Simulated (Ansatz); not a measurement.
```yaml
atoms:
  - { symbol: Al, position_ang: [0.0000, 0.0000, 0.0000] }
  - { symbol: Cl, position_ang: [2.0843, -0.0277, 0.0132] }
  - { symbol: Cl, position_ang: [-1.0180, 1.8189, -0.0173] }
  - { symbol: Cl, position_ang: [-1.0662, -1.7912, 0.0042] }
```

Geometry: PBE-D4/def2-TZVP.

Theory: RKS PBE0-D4/def2-TZVP (Ansatz 0.2.0).

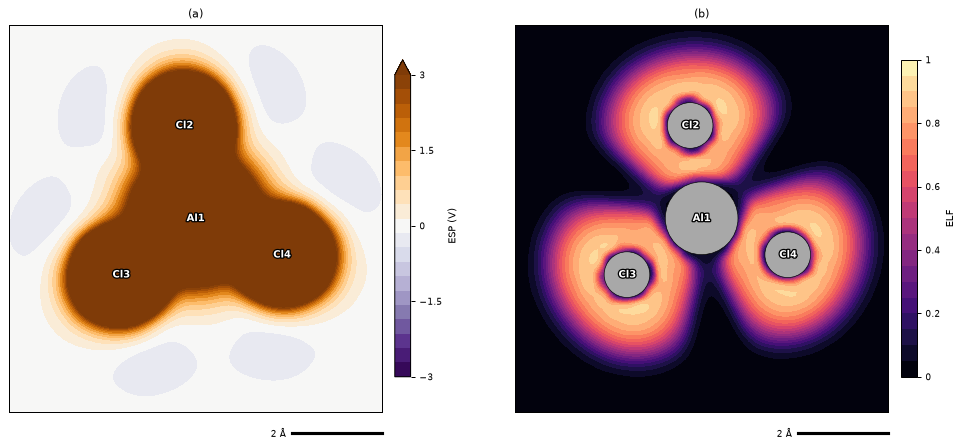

AlCl₃. (a) electrostatic potential; (b) electron localisation function on the molecular plane. Grey discs cover the atomic cores in the ELF map.

Interpret the plot.

Answer.
- Atoms in the plane: Al and Cl.
- Al–Cl (2.08 Å): the ELF peaks at about 0.85 in the valence shell of Cl, 0.9 Å from its nucleus, and is about 0.80 at the midpoint.
- The ELF also peaks beside Cl3, Cl4 and Cl2, away from the bonds: lone-pair regions.
- The potential has no marked negative region in this plane.
